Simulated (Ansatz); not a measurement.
```xyz
9

Br   -0.6780    1.1092   -2.7988
C     0.5699   -0.9046   -0.0752
Si   -0.3501    0.5486    0.6599
H     0.1133   -1.8475    0.2390
H     1.6143   -0.9027    0.2499
H     0.5232   -0.8179   -1.1633
H    -1.8018    0.5551    0.3555
H     0.2749    1.8624    0.3705
H    -0.2657    0.3972    2.1625
```

Geometry: PBE0-D4/def2-TZVPD.

Theory: RKS PBE0-D4/def2-TZVPPD in Ansatz 0.2.0.

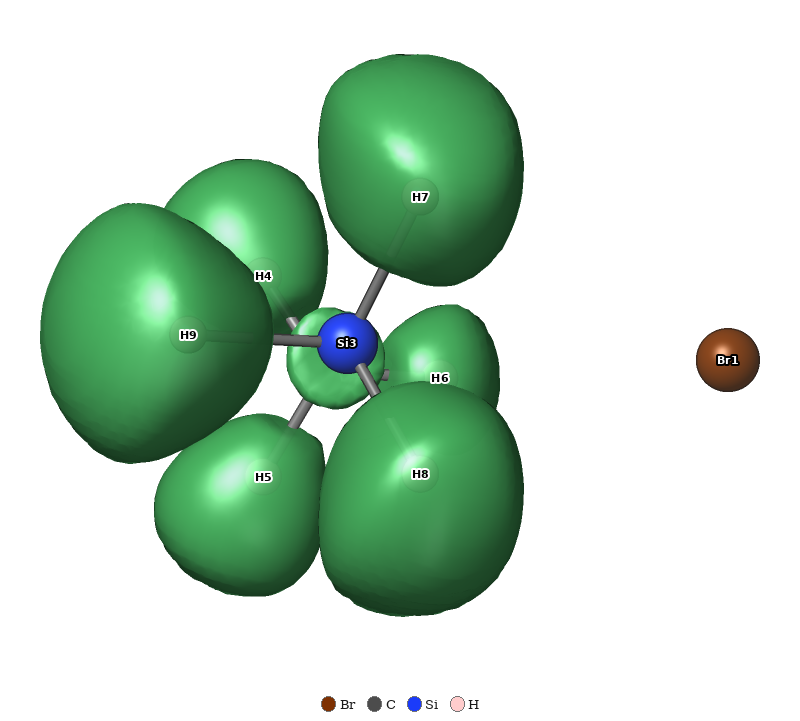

Br···CH₆Si (SMILES [Br-].C[SiH3]) (charge −1). Isosurface of the electron localisation function at 0.9 (green), seen from one side. Only the valence region is drawn (cores and ρ < 0.01 e/Å³ removed).

**Describe the localisation domains.**

The ELF exceeds this value in one region between bonded C–Si atoms (shared pairs) and six regions around hydrogen nuclei. Profiles from the grid: Si3···Br1 (3.52 Å): the ELF dips to about 0.05 between them; a weak contact between the two molecules. Br1···H6 (2.80 Å): the ELF dips to about 0.05 between them (a non-bonded, intermolecular contact).
